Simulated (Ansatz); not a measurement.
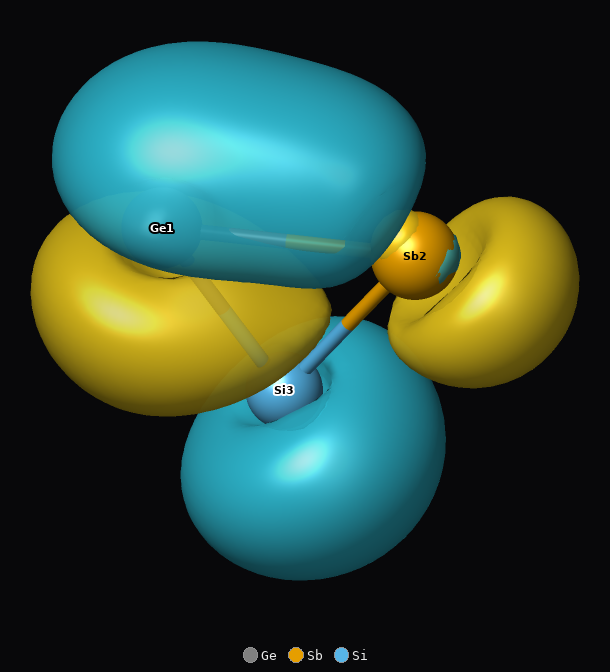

*GeSbSi (doublet). One frontier orbital at ±0.08 Å⁻³ᐟ² (yellow and cyan are the two phases), seen at an oblique angle.*

Geometry: PBE0-D3(BJ)/def2-SVP; core potentials replace the inner electrons of Sb.

The calculation used isolated molecule in a Gaussian basis; Kohn-Sham density functional theory, functional PBE0 in Ansatz.

```xyz
3

Ge   -0.3042   -0.2909   -0.9539
Sb    1.0785    0.7924    1.0784
Si   -1.1539   -0.1180    1.2920
```

Question: Which orbital is it: HOMO (β) or LUMO (β)?

Answer: The LUMO (β), at −3.81 eV. Its weight (Hirshfeld) is mainly on Si3 (about 40 %), Ge1 (about 40 %) and Sb2 (about 20 %); it is symmetric in the molecular plane (an in-plane orbital: σ, lone-pair or in-plane π type).
